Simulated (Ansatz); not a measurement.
Take PbTe in the rock salt structure (space group Fm-3m, No. 225; a = 6.5694 Å) as the base.

Modification: every lattice vector is stretched by 2.63 %; the atoms relax in the strained cell.

The values are results of plane-wave PAW DFT at the PBE level (Ansatz, a quantum-chemistry and plane-wave program, 420 eV), scalar-relativistic without spin-orbit coupling, earlier PAW set, not measurements.

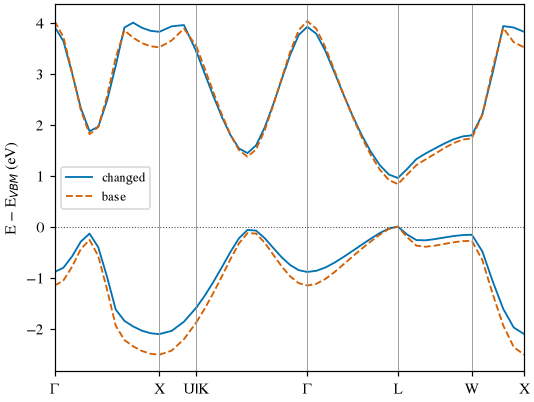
*Highest valence and lowest conduction band along the path, each from its own valence-band maximum*

Task: Read the changed gap and its character from the plot.

Result: About 1.0 eV, direct at L.

Spin-orbit coupling, missing from the scalar runs, can matter with Pb and Te. No phonon test of stability was made.
